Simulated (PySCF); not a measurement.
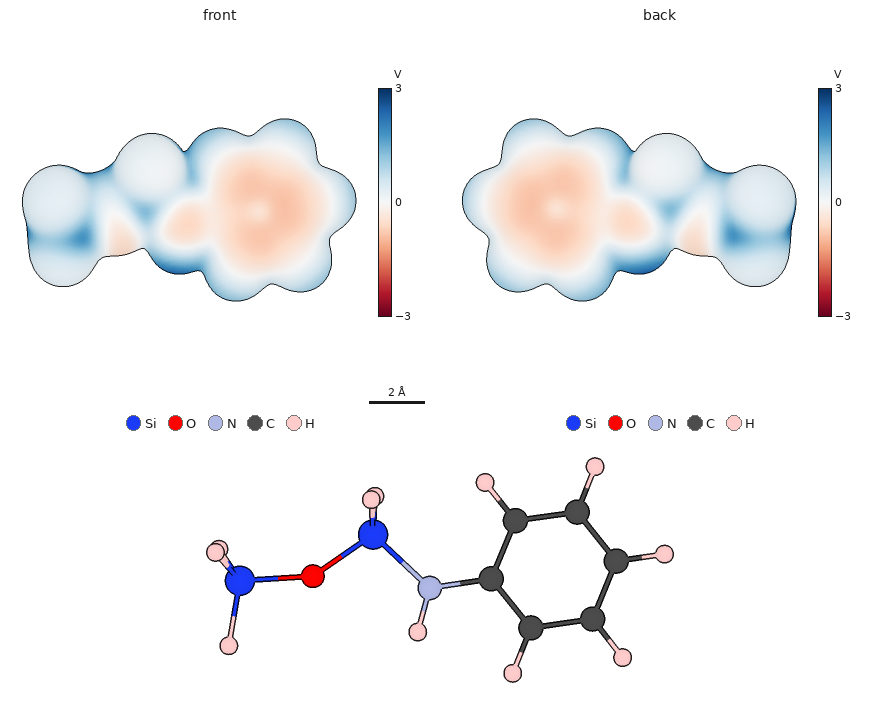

Figure 1: C6H11NOSi2 (SMILES [SiH3]O[SiH2]Nc1ccccc1). The molecular electrostatic potential painted on the density surface at 0.004 e/bohr³, seen from the front and from behind; the colour scale runs from red (negative) to blue (positive). The bare structure is drawn below in the same view.

Geometry: GFN2-xTB.

These are results of PBE0/pcSseg-1, SCF density, gas phase, non-relativistic in PySCF, not measurements.

```xyz
21

Si    4.5705    0.4052    0.3191
O     2.9595    0.2675    0.2555
Si    1.6268   -0.5951    0.5775
N     0.3830    0.4260   -0.0331
C    -0.9763    0.2049   -0.0342
C    -1.8456    1.1509   -0.5800
C    -3.2098    0.9343   -0.5843
C    -3.7363   -0.2274   -0.0457
C    -2.8803   -1.1711    0.4981
C    -1.5154   -0.9616    0.5059
H     5.1560   -0.7070   -0.4267
H     4.9800    0.3602    1.7212
H     4.8214    1.7009   -0.3039
H     1.5345   -0.7775    2.0262
H     1.7112   -1.8623   -0.1492
H     0.6510    1.3057   -0.4511
H    -1.4401    2.0604   -1.0025
H    -3.8663    1.6785   -1.0114
H    -4.8021   -0.3965   -0.0498
H    -3.2799   -2.0811    0.9215
H    -0.8508   -1.6977    0.9293
```

Where is the surface potential most negative and most positive?

The most negative region (about −0.9 V) lies over the π face of the C atoms, the most positive (about +2.5 V) over Si1 and H16.
